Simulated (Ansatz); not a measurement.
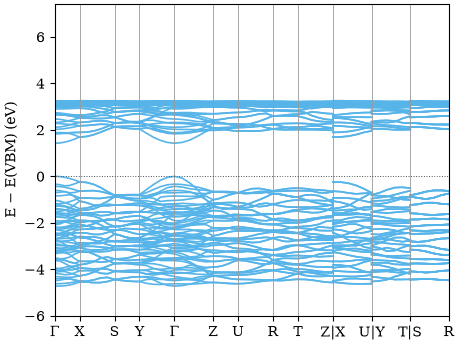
*Band structure from plane-wave PAW r²SCAN (Ansatz code)*

Problem. Read off the gap and where the band edges lie.

Solution. About 1.4 eV (1.42 eV by a search for the band edges); maximum at Γ, minimum at Γ.

Problem. Which of these materials gives this?
A. PdS2, Pbca (Pd on 4a, S on 8c)
B. TlF3, Pnma (Tl on 4c, F on 8d, F on 4c)
C. La2ZrS5, Pnma (Pearson symbol oP32)
D. S, S12-ring

Solution. C, La2ZrS5, Pnma (Pearson symbol oP32)

The workflow started from a Materials Project entry (that database holds measured and hypothetical structures alike); the Crystallography Open Database files this formula in space group No. 62, but the cells were not matched. Whether it is the stable phase at ambient conditions was not checked. The cell was relaxed with r²SCAN under the symmetry of its start; its stability against distortions is not shown here. No spin polarisation was allowed. Spin–orbit coupling is left out wherever it is not named.

Potentials: the later of the program's two PAW sets.
